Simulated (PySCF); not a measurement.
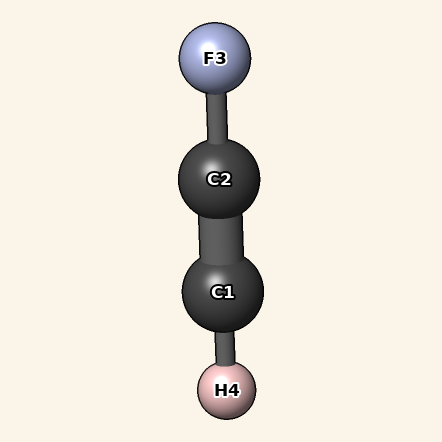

The thickness of each stick grows with its Mayer bond order. Computed geometry: GFN2-xTB optimisation. No frequency run is at hand to confirm it as a minimum. Level of theory: PBE0/pcSseg-1 (PySCF 2.14.0).

> Which bond has the highest Mayer bond order?

C1–C2, 2.69, at a length of 1.192 Å.

List the Mayer bond orders of C1–C2, C1–H4, C2–F3.

| bond | Mayer order | length (Å) |
| --- | --- | --- |
| C1–C2 | 2.69 | 1.192 |
| C1–H4 | 1.03 | 1.046 |
| C2–F3 | 1.09 | 1.283 |
